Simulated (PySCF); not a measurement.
**C6H10ClNSi (SMILES C=C[SiH2][C@](C)(Cl)CC#N): density, localisation and related maps**

The calculation's input:

```
{"job": {"kind": "nmr", "xc": "PBE0", "basis": "pcSseg-1"}, "charge": 0, "multiplicity": 1}
C     -2.606103     1.284576     0.330754
C     -2.158309     0.040088     0.411351
Si    -0.966400    -0.736193    -0.818906
C      0.781712    -0.707387     0.002800
C      1.876554    -1.252841    -0.892579
Cl     0.646047    -1.797910     1.445314
C      1.157770     0.675346     0.541015
C      1.237257     1.634702    -0.528201
N      1.302067     2.393399    -1.381041
H     -3.282393     1.706543     1.059238
H     -2.314395     1.940415    -0.473989
H     -2.487401    -0.574091     1.241717
H     -0.886777     0.040350    -2.056303
H     -1.285562    -2.142940    -1.060484
H      1.988866    -0.602237    -1.758490
H      2.831247    -1.301712    -0.368340
H      1.625302    -2.251511    -1.241573
H      2.127143     0.641794     1.050592
H      0.403571     1.018858     1.255034
```

Command:

```sh
OMP_NUM_THREADS=1 python probes_run.py task.json out
```

Geometry: GFN2-xTB.

The calculation used PBE0/pcSseg-1, SCF density, gas phase, non-relativistic in PySCF.

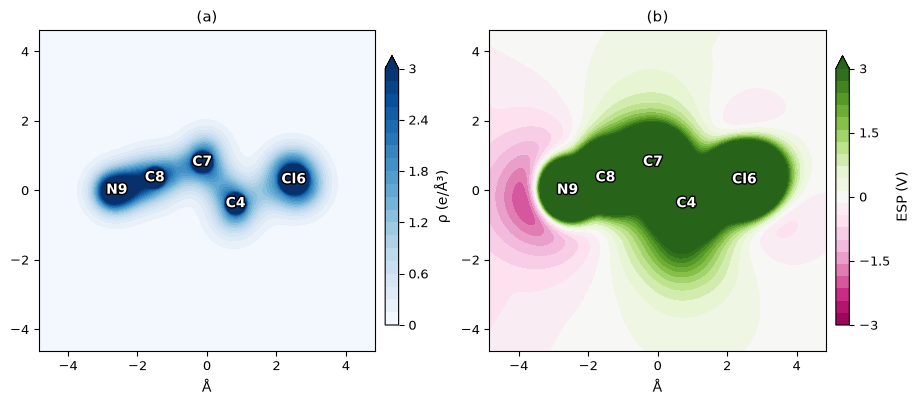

Figure 1. (a) electron density; (b) molecular electrostatic potential on the plane of atoms Cl6, C4 and C7.

> What do the fields say about this system?

The section cuts through C, Cl and N sites. C–N (1.14 Å): ρ is about 3.6 e/Å³ halfway. C–Cl (1.81 Å): ρ is about 1.2 e/Å³ halfway. C–C (1.44 Å): ρ at the midpoint is about 1.8 e/Å³. C–C (1.53 Å): ρ is about 1.6 e/Å³ halfway. Outside the dense part of the molecule the potential is most negative (−2.1 V) near N9.

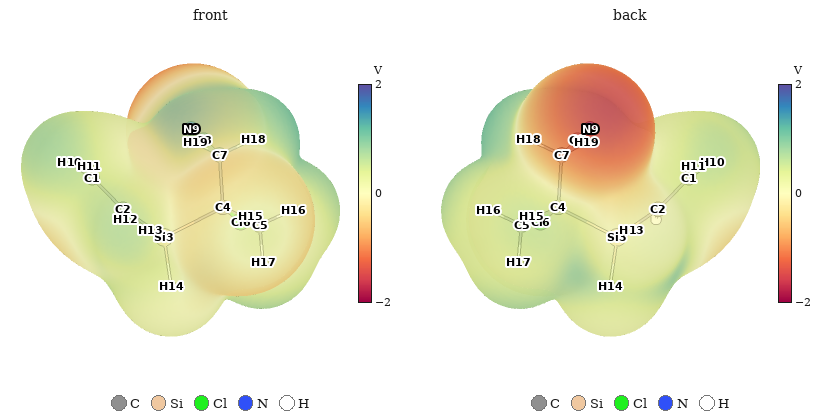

Figure 2. The electrostatic potential painted on the density surface at 0.001 e/bohr³, seen from the front and from behind; the colour scale runs from red (negative) to blue (positive).

> Where is the surface potential most negative and most positive?

The most negative region (about −1.5 V) lies over N9, the most positive (about +1.0 V) over H18. N9 is the likeliest acceptor of a hydrogen bond.
